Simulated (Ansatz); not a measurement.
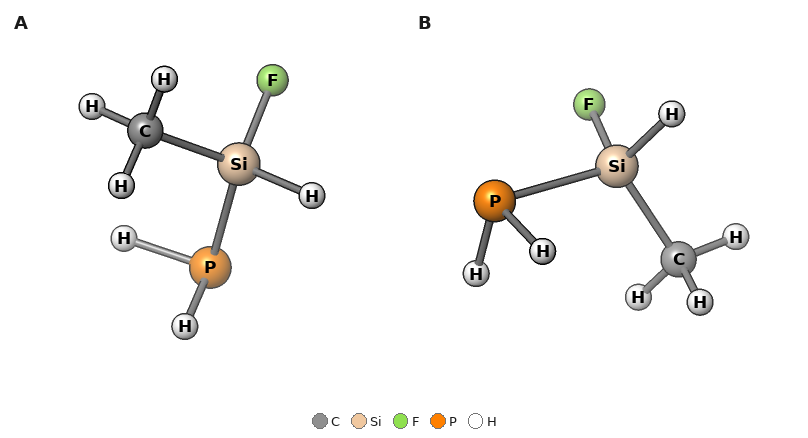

Depth is shown by fading: the farther an atom, the more it takes the colour of the background. The computed structure is the end point of a PBE0-D4/def2-TZVP optimisation.

### How are A and B related: the same structure turned, mirror images, conformers, diastereomers or constitutional isomers?

They are enantiomers, mirror images that no rotation superimposes: A is C[Si@H](F)P (R), B is C[Si@@H](F)P (S). Their energies are equal.
